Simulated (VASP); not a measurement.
**A VASP study of Aluminum (SCAN): structure first, properties next**

Aim: relax Aluminum with SCAN, compute its properties on that cell and hold them against experiment. The steps: relaxing cell and atoms (SCAN), second relaxation, density, ELF and potential (SCAN), band structure (SCAN), density of states (SCAN), volume scan with SCAN and fit for SCAN. Left out of this account: 1 further run (core levels: core levels are not valid at this level). The start is a cell from a database of measured crystal structures.

Main program and level: VASP 6.6.1; SCAN; plane waves and PAW (Al).

The experiments to compare with:

“The interpretation of polycrystalline coherent inelastic neutron scattering from aluminium” (2013, pmc:3831299) quotes from earlier work for Al, face-centred cubic (bulk crystal): lattice constant a (cubic lattice constant) 4.0495 Å [literature comparison value; measurement temperature not stated]; bulk modulus 76.9 GPa [literature comparison value; Voigt average; temperature not stated].

This is a report of a sequence of runs, with most program output left out.

### Step 1. Set-up

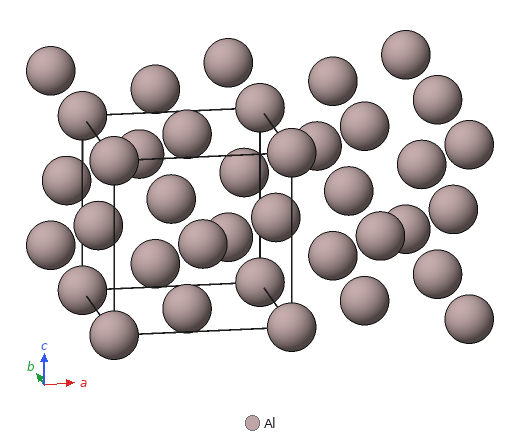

The starting structure, seen slightly off an axis (aluminium light grey). 2×2×1 cells are drawn. This picture shows the conventional cell, with its axes. Some periodic images of atoms are drawn too.

Coordinates:

```cif
data_structure
_symmetry_space_group_name_H-M 'Fm-3m'
_symmetry_Int_Tables_number 225
_cell_length_a 4.0496
_cell_length_b 4.0496
_cell_length_c 4.0496
_cell_angle_alpha 90.000
_cell_angle_beta 90.000
_cell_angle_gamma 90.000
_cell_volume 66.41
loop_
_atom_site_label
_atom_site_type_symbol
_atom_site_symmetry_multiplicity
_atom_site_Wyckoff_symbol
_atom_site_fract_x
_atom_site_fract_y
_atom_site_fract_z
_atom_site_occupancy
Al1 Al 4 a 0.00000 0.00000 0.00000 1
```

### Step 2. Relaxing cell and atoms (SCAN)

Properties are meant for the cell that this level of theory prefers, so cell and atoms are relaxed first (ISIF = 3) until forces and stress are small; EDIFFG sets the threshold. SCAN adds the kinetic-energy density; it is numerically more delicate than r2SCAN.

Input file INCAR:

```
SYSTEM = Al
PREC = Accurate
ENCUT = 400
EDIFF = 1E-06
NELM = 100
ISMEAR = 1
SIGMA = 0.2
LREAL = .FALSE.
ALGO = Normal
METAGGA = SCAN
LASPH = .TRUE.
NBANDS = 7
LORBIT = 11
LWAVE = .FALSE.
LCHARG = .FALSE.
KPAR = 2
IBRION = 2
NSW = 60
ISIF = 3
EDIFFG = -0.01
```

Input file POSCAR:

```
Al
1.0
    0.0000000000      2.0248050000      2.0248050000
    2.0248050000      0.0000000000      2.0248050000
    2.0248050000      2.0248050000      0.0000000000
Al
1
Direct
    0.0000000000      0.0000000000      0.0000000000
```

Input file KPOINTS:

```
Automatic mesh
0
Gamma
8 8 8
0 0 0
```

Potentials, in the order of the species: Al (PBE family, release 64).

On the command line:

```bash
> mpirun -np 2 vasp_std
```

It took 16 s on 2 MPI ranks of Intel Xeon 6975P-C (Granite Rapids), shared host; peak memory 0.22 GiB.

This run has no spin polarisation. Its electron count is odd, so without a moment it is a metal by construction. The k-mesh is coarse for a metal. The PAW data sets were made with PBE, which is usual practice but a small mismatch for other functionals. The run keeps the 48 symmetry operations of its start, so it cannot find a distortion of lower symmetry.

Relaxation path:

```tsv
step	energy less that of the first step (eV)	largest force (eV/Å)	pressure (GPa)	volume (Å³)
1	0.0000	0.0000	-2.61	16.60
2	-0.0044	0.0000	0.59	15.96
3	-0.0046	0.0000	0.02	16.06
```

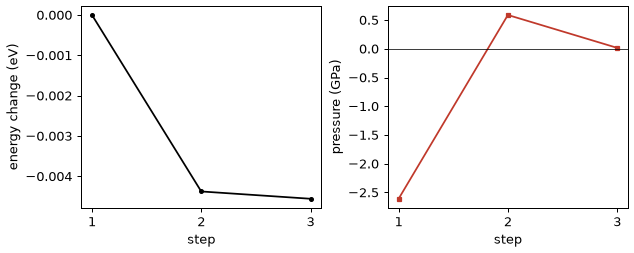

Energy and pressure along the relaxation.

```tsv
conventional cell, symmetrised	before	after	change
a (Å)	4.050	4.005	-1.1 %
b (Å)	4.050	4.005	-1.1 %
c (Å)	4.050	4.005	-1.1 %
volume (Å³/atom)	16.60	16.06	-3.2 %
```

Final coordinates:

```xyz
1
Lattice="0.0000 2.0027 2.0027 2.0027 0.0000 2.0027 2.0027 2.0027 0.0000" Properties=species:S:1:pos:R:3 pbc="T T T"
Al    0.0000    0.0000    0.0000
```

Numbers from this step:

```
electrons                       : 3
bands                           : 7
irreducible k-points            : 29
symmetry operations             : 48
free energy (TOTEN)             : -7.735 eV
Fermi energy                    : 8.304 eV
pressure                        : 0.01593 GPa
metallic                        : yes
SCF cycles over all ionic steps : 27
```

It ends with forces that vanish by symmetry and a pressure of 0.02 GPa. The volume lies -3.2 % from that of the database's start, which holds the thermal and zero-point expansion of its experiment.

### Step 3. Second relaxation

A relaxation keeps the plane waves of the cell it began with, so it is repeated from the new cell, on a basis made for it.

INCAR is that of step 2.

Input file POSCAR:

```
Al
1.0
    0.0000000000      2.0027036724      2.0027036724
    2.0027036724      0.0000000000      2.0027036724
    2.0027036724      2.0027036724      0.0000000000
Al
1
Direct
    0.0000000000      0.0000000000      0.0000000000
```

KPOINTS is that of step 2.

On the command line:

```bash
> mpirun -np 2 vasp_std
```

Run time: 7.8 s. Hardware: 2 MPI ranks; peak memory 0.2 GiB.

Little changed from the start: no atom moved by 0.005 Å and no cell edge by 0.1 %.

This step gave:

- pressure: 0.007631 GPa
- SCF cycles over all ionic steps: 14

It ends with forces that vanish by symmetry and a pressure of 0.01 GPa. The volume moved by under 0.01 %: the run met its threshold at the first step.

### Step 4. Density, ELF and potential (SCAN)

A single point on the relaxed cell gives a clean self-consistent state, with density, ELF and potential written out.

Changes to INCAR since step 3:

```diff
@@ -14,7 +14,5 @@
 LWAVE = .FALSE.
-LCHARG = .FALSE.
-KPAR = 2
-IBRION = 2
-NSW = 60
-ISIF = 3
-EDIFFG = -0.01
+LCHARG = .TRUE.
+ISIF = 2
+LELF = .TRUE.
+LVHAR = .TRUE.
```

POSCAR is that of step 3.

KPOINTS is that of step 3.

On the command line:

```bash
> mpirun -np 2 vasp_std
```

Wall time 6.8 s (2 MPI ranks); peak memory 0.19 GiB.

This step gave:

- SCF cycles: 14
- bands: 8
- pressure: 0.01020 GPa

Valence electrons inside each PAW sphere by angular momentum. Sphere charges, by row:

```tsv
atom	s (e)	p (e)	d (e)	tot (e)
Al1	0.435	0.365	0	0.8
```

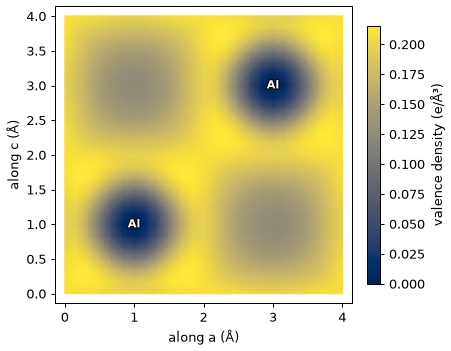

Valence density in the ac plane of the conventional cell at fractional y = 0.000, with atoms of Al within 0.2 Å of it. It is the smooth field of the valence electrons, not physical close to the nuclei. The map starts off the cell's origin, so that atoms lie inside it.

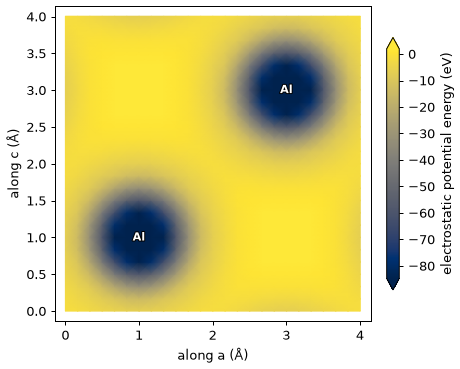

Electrostatic potential energy in the ac plane of the conventional cell at fractional y = 0.000, with atoms of Al within 0.2 Å of it. With pseudopotentials it is smooth inside the atoms' cores, unlike the true potential. The map starts off the cell's origin, so that atoms lie inside it.

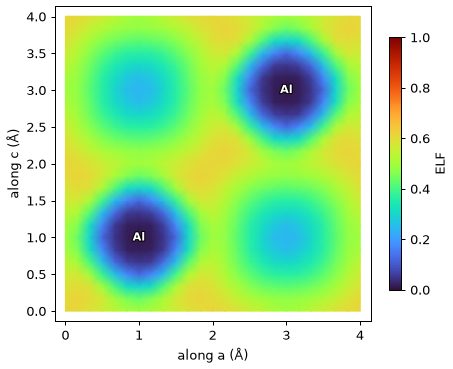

ELF in the ac plane of the conventional cell at fractional y = 0.000, with atoms of Al within 0.2 Å of it. It is the smooth field of the valence electrons, not physical close to the nuclei. The map starts off the cell's origin, so that atoms lie inside it.

In this run the pressure is 0.01 GPa, small enough to go on.

### Step 5. Band structure (SCAN)

Levels along the symmetry lines show where the bands peak and cross; KPOINTS_OPT computes them in the converged potential.

Input file INCAR:

```
SYSTEM = Al
PREC = Accurate
ENCUT = 400
EDIFF = 1E-06
NELM = 100
ISMEAR = 1
SIGMA = 0.2
LREAL = .FALSE.
ALGO = Normal
METAGGA = SCAN
LASPH = .TRUE.
NBANDS = 12
LORBIT = 11
LWAVE = .FALSE.
LCHARG = .FALSE.
KPAR = 2
```

POSCAR is that of step 4.

KPOINTS is that of step 4.

Input file KPOINTS_OPT:

```
Line mode
16
Line-mode
Reciprocal
  0.00000000   0.00000000   0.00000000 GAMMA
  0.50000000   0.00000000   0.50000000 X

  0.50000000   0.00000000   0.50000000 X
  0.50000000   0.25000000   0.75000000 W

  0.50000000   0.25000000   0.75000000 W
  0.37500000   0.37500000   0.75000000 K

  0.37500000   0.37500000   0.75000000 K
  0.00000000   0.00000000   0.00000000 GAMMA

  0.00000000   0.00000000   0.00000000 GAMMA
  0.50000000   0.50000000   0.50000000 L

  0.50000000   0.50000000   0.50000000 L
  0.62500000   0.25000000   0.62500000 U

  0.62500000   0.25000000   0.62500000 U
  0.50000000   0.25000000   0.75000000 W

  0.50000000   0.25000000   0.75000000 W
  0.50000000   0.50000000   0.50000000 L

  0.50000000   0.50000000   0.50000000 L
  0.37500000   0.37500000   0.75000000 K

  0.62500000   0.25000000   0.62500000 U
  0.50000000   0.00000000   0.50000000 X
```

On the command line:

```bash
> mpirun -np 2 vasp_std
```

Elapsed: 21 s, on 2 MPI ranks; peak memory 0.21 GiB; 38 s of CPU time.

This step gave:

```
SCF cycles   : 12
bands        : 12
Fermi energy : 8.303 eV
pressure     : 0.05964 GPa
```

The electronic bands at the labelled points (eV, zero at the Fermi level; # counts the bands kept):

```tsv
point	#1	#2	#3	#4	#5
Γ	-11.73	13.24	13.24	13.24	14.98
X	-3.10	-1.71	5.32	5.99	5.99
W	-0.92	-0.92	-0.02	1.42	16.56
K	-2.01	-1.53	-0.34	7.00	8.54
Γ	-11.73	13.24	13.24	13.24	14.98
L	-4.94	-4.52	12.01	12.01	12.13
U	-2.01	-1.53	-0.34	7.00	8.54
W	-0.92	-0.92	-0.02	1.42	16.56
L	-4.94	-4.52	12.01	12.01	12.13
K	-2.01	-1.53	-0.34	7.00	8.54
jump to U	-2.01	-1.53	-0.34	7.00	8.54
X	-3.10	-1.71	5.32	5.99	5.99
```

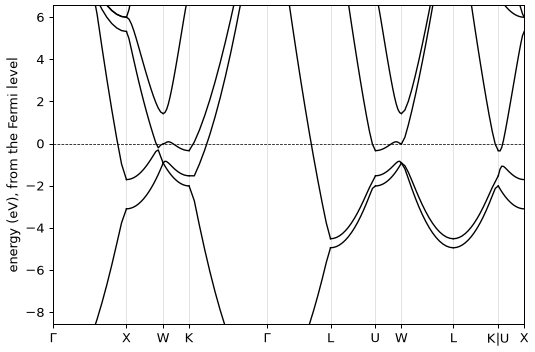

Electronic bands along the path.

There is no gap at this level.

Of the bands kept, 2 cross the Fermi level on this path.

### Step 6. Density of states (SCAN)

Here the states are counted by energy and projected on the atoms. The mesh is finer than in the run before.

Changes to INCAR since step 5:

```diff
@@ -5,3 +5,3 @@
 NELM = 100
-ISMEAR = 1
+ISMEAR = -5
 SIGMA = 0.2
@@ -16 +16,2 @@
 KPAR = 2
+NEDOS = 2001
```

POSCAR is that of step 5.

Input file KPOINTS:

```
Automatic mesh
0
Gamma
12 12 12
0 0 0
```

On the command line:

```bash
> mpirun -np 2 vasp_std
```

Elapsed: 22 s, on 2 MPI ranks; peak memory 0.22 GiB; 38 s of CPU time.

With tetrahedra the forces and stress of a metal are not exact derivatives of the energy.

Numbers from this step:

```
SCF cycles             : 16
irreducible k-points   : 72
free energy (TOTEN)    : -7.747 eV
Fermi energy           : 8.308 eV
pressure               : -0.5308 GPa
DOS at the Fermi level : 0.2906 states/eV/cell
```

The density of states has structure finer than the step of the table below, so its rows give means over 1 eV, whole bins alone (the curve runs from -12.0 to 7.99 eV). Peaks (eV: height): total -3.0: 0.381, -1.3: 0.499, -0.9: 0.718, 6.2: 0.629; Al p -3.0: 0.06, -1.3: 0.0792, -0.9: 0.12, 6.2: 0.148; Al s -7.0: 0.0448, -2.9: 0.0413, -1.3: 0.0454, -0.9: 0.054, 0.8: 0.0484, 2.7: 0.0513.

States under -12.0 eV and over 8.0 eV are left out. Table of density of states by energy, zero at the Fermi level; means over each step; values in states/eV/cell:

```tsv
energy (eV)	total	Al p	Al s
-11	0.0858	0.00150	0.0227
-10	0.140	0.00509	0.0343
-9	0.178	0.00996	0.0401
-8	0.211	0.0157	0.0432
-7	0.241	0.0224	0.0443
-6	0.275	0.0317	0.0426
-5	0.320	0.0449	0.0391
-4	0.297	0.0456	0.0317
-3	0.366	0.0575	0.0394
-2	0.294	0.0445	0.0337
-1	0.424	0.0656	0.0394
0	0.326	0.0500	0.0291
1	0.432	0.0627	0.0427
2	0.399	0.0595	0.0373
3	0.436	0.0656	0.0465
4	0.462	0.0733	0.0464
5	0.489	0.0898	0.0456
6	0.560	0.122	0.0401
7	0.527	0.120	0.0307
```

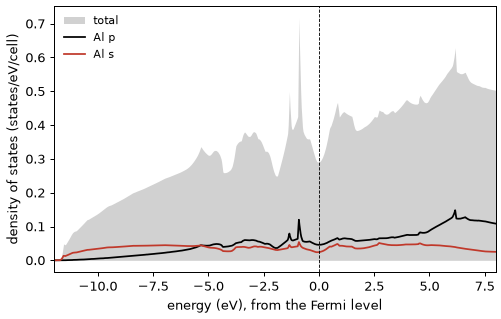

Density of states against energy.

The finer mesh and the other smearing move the Fermi level by +0.01 eV from the 8×8×8 run, a small shift, which tests the Fermi level alone.

### Step 7. Volume scan with SCAN, volume scale 0.94

An equation of state needs energies on both sides of the minimum, all on one mesh and cutoff.

Input file INCAR:

```
SYSTEM = Al
PREC = Accurate
ENCUT = 400
EDIFF = 1E-06
NELM = 100
ISMEAR = 1
SIGMA = 0.2
LREAL = .FALSE.
ALGO = Normal
METAGGA = SCAN
LASPH = .TRUE.
NBANDS = 7
LORBIT = 11
LWAVE = .FALSE.
LCHARG = .FALSE.
KPAR = 2
ISIF = 2
```

Input file POSCAR:

```
Al
1.0
    0.0000000000      1.9618206974      1.9618206974
    1.9618206974      0.0000000000      1.9618206974
    1.9618206974      1.9618206974      0.0000000000
Al
1
Direct
    0.0000000000      0.0000000000      0.0000000000
```

Input file KPOINTS:

```
Automatic mesh
0
Gamma
8 8 8
0 0 0
```

On the command line:

```bash
> mpirun -np 2 vasp_std
```

The job ended after 7.6 s (2 MPI ranks; peak memory 0.2 GiB; 12 s of CPU time).

The scan keeps the cell's shape and the fractional positions fixed.

This step gave:

- SCF cycles: 13
- bands: 7
- irreducible k-points: 29
- free energy (TOTEN): -7.717 eV
- energy at zero smearing: -7.717 eV
- Fermi energy: 8.958 eV
- pressure: 6.155 GPa

The pressure here is 6.16 GPa.

### Step 8. Volume scan with SCAN, volume scale 0.96

INCAR is that of step 7.

Input file POSCAR:

```
Al
1.0
    0.0000000000      1.9756367913      1.9756367913
    1.9756367913      0.0000000000      1.9756367913
    1.9756367913      1.9756367913      0.0000000000
Al
1
Direct
    0.0000000000      0.0000000000      0.0000000000
```

KPOINTS is that of step 7.

On the command line:

```bash
> mpirun -np 2 vasp_std
```

The job ended after 7.4 s (2 MPI ranks; peak memory 0.2 GiB).

This step gave:

* SCF cycles: 14
* free energy (TOTEN): -7.727 eV
* energy at zero smearing: -7.727 eV
* Fermi energy: 8.729 eV
* pressure: 3.899 GPa

The pressure falls from 6.16 to 3.90 GPa.

The run ends at a pressure of 3.90 GPa.

### Step 9. Volume scan with SCAN, volume scale 0.98

INCAR is that of step 8.

Input file POSCAR:

```
Al
1.0
    0.0000000000      1.9892623032      1.9892623032
    1.9892623032      0.0000000000      1.9892623032
    1.9892623032      1.9892623032      0.0000000000
Al
1
Direct
    0.0000000000      0.0000000000      0.0000000000
```

KPOINTS is that of step 8.

On the command line:

```bash
> mpirun -np 2 vasp_std
```

Run time: 8.4 s. Hardware: 2 MPI ranks; peak memory 0.2 GiB; 13 s of CPU time.

The pressure falls from 3.90 to 1.85 GPa.

The run ends at a pressure of 1.85 GPa.

### Step 10. Volume scan with SCAN, volume scale 1

INCAR is that of step 9.

Input file POSCAR:

```
Al
1.0
    0.0000000000      2.0027036724      2.0027036724
    2.0027036724      0.0000000000      2.0027036724
    2.0027036724      2.0027036724      0.0000000000
Al
1
Direct
    0.0000000000      0.0000000000      0.0000000000
```

KPOINTS is that of step 9.

On the command line:

```bash
> mpirun -np 2 vasp_std
```

The job ended after 7 s (2 MPI ranks; peak memory 0.2 GiB).

The pressure falls from 1.85 to 0.01 GPa.

The run ends at a pressure of 0.01 GPa.

### Step 11. Volume scan with SCAN, volume scale 1.02

INCAR is that of step 10.

Input file POSCAR:

```
Al
1.0
    0.0000000000      2.0159669972      2.0159669972
    2.0159669972      0.0000000000      2.0159669972
    2.0159669972      2.0159669972      0.0000000000
Al
1
Direct
    0.0000000000      0.0000000000      0.0000000000
```

KPOINTS is that of step 10.

On the command line:

```bash
> mpirun -np 2 vasp_std
```

The job ended after 11 s (2 MPI ranks; peak memory 0.21 GiB; 16 s of CPU time).

The pressure falls from 0.01 to -1.62 GPa.

The run ends at a pressure of -1.62 GPa.

### Step 12. Volume scan with SCAN, volume scale 1.04

INCAR is that of step 11.

Input file POSCAR:

```
Al
1.0
    0.0000000000      2.0290580588      2.0290580588
    2.0290580588      0.0000000000      2.0290580588
    2.0290580588      2.0290580588      0.0000000000
Al
1
Direct
    0.0000000000      0.0000000000      0.0000000000
```

KPOINTS is that of step 11.

On the command line:

```bash
> mpirun -np 2 vasp_std
```

Elapsed: 8.8 s, on 2 MPI ranks; peak memory 0.21 GiB; 15 s of CPU time.

The pressure falls from -1.62 to -3.06 GPa.

The run ends at a pressure of -3.06 GPa.

### Step 13. Volume scan with SCAN, volume scale 1.06

A prediction first. A parabola through the 6 pressures of evenly scaled cells so far, P = 0.01 -86.5 t +207 t² GPa with t = ln(V/V₁) and V₁ the volume at scale 1, gives -4.33 GPa at t = +0.0583.

INCAR is that of step 12.

Input file POSCAR:

```
Al
1.0
    0.0000000000      2.0419823439      2.0419823439
    2.0419823439      0.0000000000      2.0419823439
    2.0419823439      2.0419823439      0.0000000000
Al
1
Direct
    0.0000000000      0.0000000000      0.0000000000
```

KPOINTS is that of step 12.

On the command line:

```bash
> mpirun -np 2 vasp_std
```

Run time: 9.6 s. Hardware: 2 MPI ranks; peak memory 0.21 GiB; 16 s of CPU time.

The pressure falls from -3.06 to -4.33 GPa. The parabola predicted -4.33 GPa, which holds within 0.01 GPa.

### Step 14. The series together

Times are for 2 MPI ranks of Intel Xeon 6975P-C (Granite Rapids), shared host. The series side by side:

```tsv
no.	volume scale	energy above the lowest point (meV/atom)	pressure (GPa)	time	memory (GiB)
1	0.94	17.47	6.155	7.6 s	0.2
2	0.96	7.37	3.899	7.4 s	0.2
3	0.98	1.72	1.849	8.4 s	0.2
4	1	0	0.007631	7 s	0.2
5	1.02	1.69	-1.622	11 s	0.21
6	1.04	6.42	-3.059	8.8 s	0.21
7	1.06	13.79	-4.326	9.6 s	0.21
```

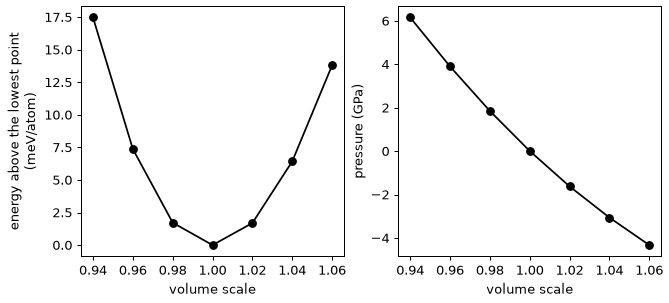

The series as plots.

### Step 15. Fit for SCAN

This step: Birch-Murnaghan fit, SCAN; plane waves and PAW (VASP 6.6.1).

This step runs nothing: it gathers the runs above.

Numbers from this step:

```yaml
pressure_derivative_of_the_bulk_modulus: 5.490
r_m_s_error_of_the_fit: 4.55e-6 eV/atom
minimum_inside_the_sampled_range: yes
bulk_modulus: 85.75 GPa
equilibrium_volume_of_the_fit: 16.06 Å³/atom
```

The energy above the fitted minimum by volume:

```tsv
volume (Å³/atom)	energy above the fitted minimum (eV/atom)
15.101	0.0175
15.422	0.00738
15.744	0.00173
16.065	9.7e-6
16.386	0.00170
16.708	0.00643
17.029	0.0138
```

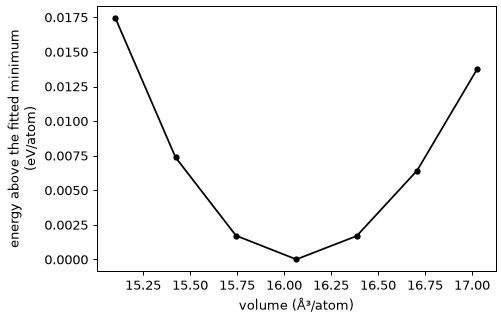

Energy above the fitted minimum, plotted against volume.

The fitted volume lies -0.04 % from the relaxed one.

### Step 16. Results

* relaxed volume: 16.06 Å³/atom
* relaxed conventional cell a, b, c: 4.005, 4.005, 4.005 Å
* space group after relaxing, within 0.02 Å: Fm-3m (No. 225)
* band gap: none, a metal
* DOS at the Fermi level: 0.291 states/eV/cell
* bulk modulus from the fit: 85.8 GPa
* volume from the fit: 16.1 Å³/atom

With SCAN, Aluminum relaxes to 16.06 Å³/atom in space group Fm-3m (held by the symmetry of the run), comes out as a metal and has a bulk modulus of 85.8 GPa. Against the listed cell the volume lies -3.2 %. Band structure (SCAN): Of the bands kept, 2 cross the Fermi level on this path. The k-sampling is coarse for a metal, so the Fermi level, pressures and the shape of the cell carry errors. No search among competing phases was made. All values are for a static lattice at zero temperature.

Comparison with the measured values:

| quantity | measured | SCAN | Birch-Murnaghan fit, SCAN |
| --- | --- | --- | --- |
| lattice constant a (Å) | 4.0495 | 4.005 (-1.1 %) | - |
| bulk modulus (GPa) | 76.9 | - | 86 (+11.5 %) |

Measured values from pmc:3831299 (2013).

Verdict: The lattice constant a is off by -1.1 %: fair agreement. The bulk modulus is off by +11.5 %: fair agreement. The grades are ours: good and fair within 0.7 and 1.5 % for the lattice constant a and 5 and 12 % for the bulk modulus. For lattice constants and bulk modulus the calculation has a static lattice, without zero-point motion or thermal expansion.

[Lines on the potential files, build, host, timing and source positions are cut from VASP's logs without a mark.]

[Logs are printed without paths, hosts, clocks, repeated set-up lines and the standing remarks that a program may print on its own settings, such as how far it seeks lower states.]

[Hosts, paths, dates, database ids (printed as entryN), source tags and the programs' standing remarks are cut or masked in the printed files.]

[A measured line is paired with the nearest computed mode of its activity, which favours agreement.]
